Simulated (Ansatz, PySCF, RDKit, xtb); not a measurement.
**GeSiNH7S: ranking a sample of isomers**

A sample of isomers of GeSiNH7S is drawn. Aim: find which of them has the lowest free energy at 298.15 K, then its properties. The sample is small against all isomers, and the most stable one of this formula need not be in it.

The funnel: GFN2-xTB relaxations, single points with a density functional, relaxations at PBE0-D3(BJ)/def2-SVP, harmonic vibrations (at GFN2-xTB), and a last energy at a higher level. All values are calculated.

### 1 Drawing up candidates

Isomers were taken from a list of plausible structures; this is a sample, not all of them. That gives 4 candidates.

| label | SMILES | spin |
| --- | --- | --- |
| c436 | [NH2][GeH2][SiH2]S | singlet |
| c518 | [NH2][Ge@@H]([SiH3])[SH] | singlet |
| c808 | N[SiH2][GeH2][SH] | singlet |
| c900 | N[Si@@H](S)[GeH3] | singlet |

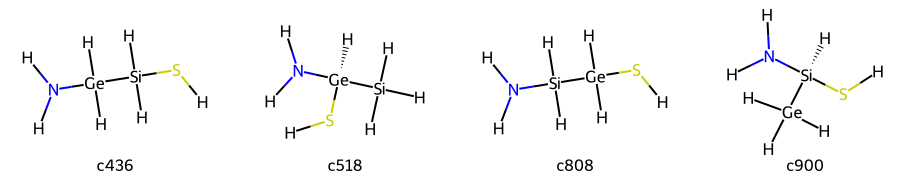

Structural formulas of the candidates.

Candidates are built by distance geometry, with a force field where one applies, in up to four conformers (letters a to d).

**Question.** With final energies at CCSD(T)/def2-SVP + MP2/def2-TZVPP - MP2/def2-SVP, which structure will this search put lowest in free energy, and by what margin?

| quantity | value |
| --- | --- |
| lowest structure found | N[Si@@H](S)[GeH3], singlet |
| next finalist | N[SiH2][GeH2][SH], singlet, 3.8 kcal/mol higher in G |
| share at equilibrium, among the finalists | 99.8 % |
| dipole moment (PBE0/def2-TZVPD) | 1.74 D |
| HOMO energy (PBE0/def2-TZVPD) | -7.09 eV |
| LUMO energy (PBE0/def2-TZVPD) | -0.33 eV |
| HOMO–LUMO gap (PBE0/def2-TZVPD) | 6.76 eV |
| lowest excitation (TD-PBE0/def2-SVPD) | 5.63 eV (f = 0.016) |
| strongest of the states computed, same level | 6.54 eV (f = 0.137) |
| lowest triplet excitation, same level, Tamm-Dancoff | 5.23 eV |
| vertical ionisation energy | 8.91 eV |
| vertical electron affinity | -0.77 eV (unbound: the value depends on the basis) |
| vertical triplet less singlet | +5.21 eV |

The lowest structure found is `N[Si@@H](S)[GeH3]`. The margin of 3.8 kcal/mol over the next finalist is beyond the usual error of the last level; it says nothing of structures that weren't ranked. HF/STO-3G, r2SCAN-D4/def2-SVP, PBE0-D3(BJ)/def2-SVP, HF/def2-SVP and MP2/def2-SVP already put its bonding pattern lowest among the structures in one piece; GFN2-xTB favours the singlet N[SiH2][GeH2][SH] (c808c, not a finalist). One minimum inside the window was never screened. Lowest found is not proven lowest: the search is finite, and each finalist counts with one conformer. Only 4 drawn patterns were tried, so whole families of isomers are missing, and the result ranks this sample alone.
